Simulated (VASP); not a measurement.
Band structure of Nb₄C₂N₂ (ordered alloy cell). Method: PBEsol GGA, VASP's PBE PAW potentials (set 64) (plane waves; VASP).

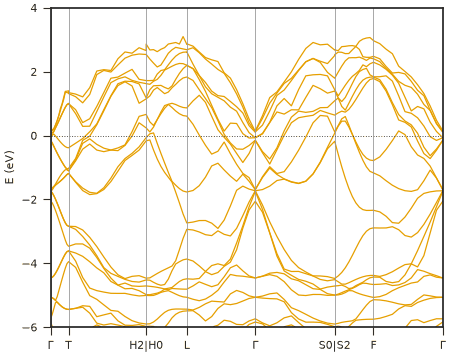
*Bands along high-symmetry lines, zero at the valence-band maximum or, without a gap, the Fermi level*

Read the plot: is there a gap, and where are the band edges?

It has no gap at this level: it comes out as a metal or semimetal. (Edges off the drawn lines would not show.)

The structure was generated: Nb4C2N2 was put into an ordered model structure (R-3m), which need not be its known phase. It was relaxed first.
